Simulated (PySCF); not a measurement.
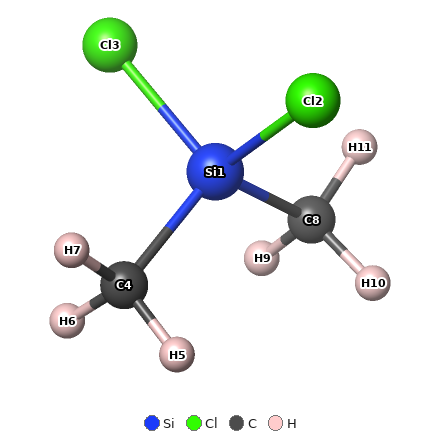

C₂H₆Cl₂Si (SiCl2Me2), SMILES C[Si](C)(Cl)Cl. Vertical core-electron binding energies by ΔSCF (SCAN, pcX-2 on the ionised atom, pcseg-1 elsewhere, spin-free X2C; PySCF 2.14.0, at a PBE0-D3(BJ)/def2-SVP geometry (no frequency check)), gas phase, against the vacuum level. One atom of each kind was ionised; within a panel, areas follow the number of like atoms and 2j + 1 (2p levels are split by first-order spin-orbit coupling, an approximation), each panel is scaled alone, Gaussians of 0.6 eV full width. Only the regions named are shown.

Q: Predict the Cl 2p, Si 2p and Cl 1s photoelectron lines.

A:
```
   level     atoms  binding energy (eV)
Cl 2p1/2  Cl2, Cl3                207.6
Cl 2p3/2  Cl2, Cl3                205.9
Si 2p1/2       Si1                108.8
Si 2p3/2       Si1                108.2
   Cl 1s  Cl2, Cl3               2828.5
```

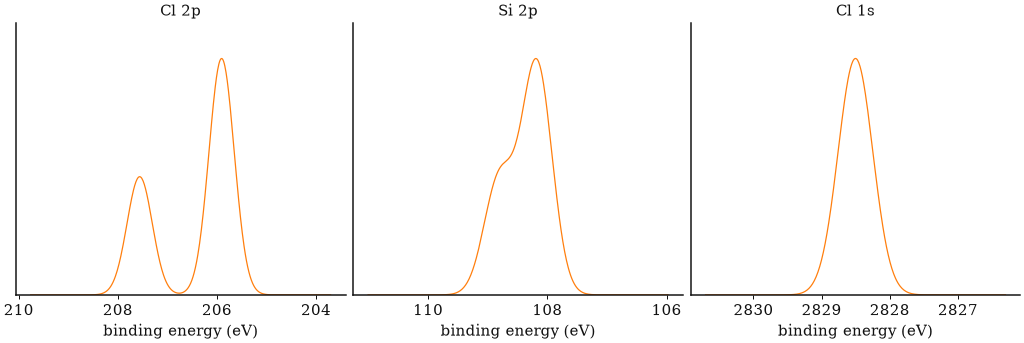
